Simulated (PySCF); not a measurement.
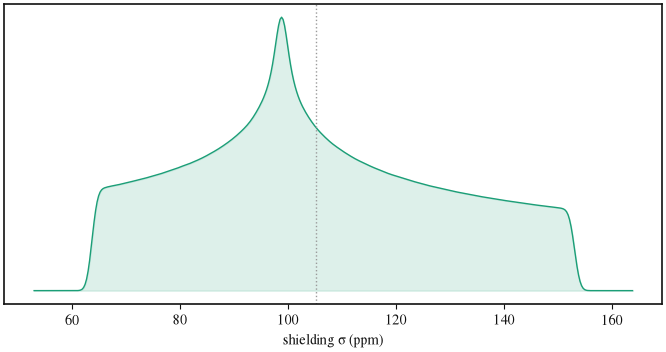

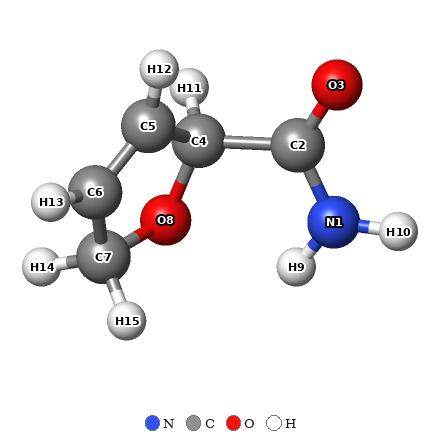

Static powder pattern (¹³C) from GIAO shielding tensors of C₅H₇NO₂, SMILES NC(=O)[C@@H]1C=CCO1, PBE0/pcSseg-1 with PySCF, at a GFN2-xTB geometry (no frequency check); absolute shielding, one fixed geometry of the isolated molecule without any motion, no dipolar terms. The dotted line is the isotropic value; skew is 3(σiso − σ22)/span.

> The pattern belongs to C7. Give the principal values, span and skew.

C7: σ11, σ22, σ33 = 64, 99, 153 ppm, isotropic 105, span 89 ppm, skew 0.21.

Known limits of this run: the tight-binding geometry is rougher than a DFT one and adds to the error; one conformer of a flexible molecule.
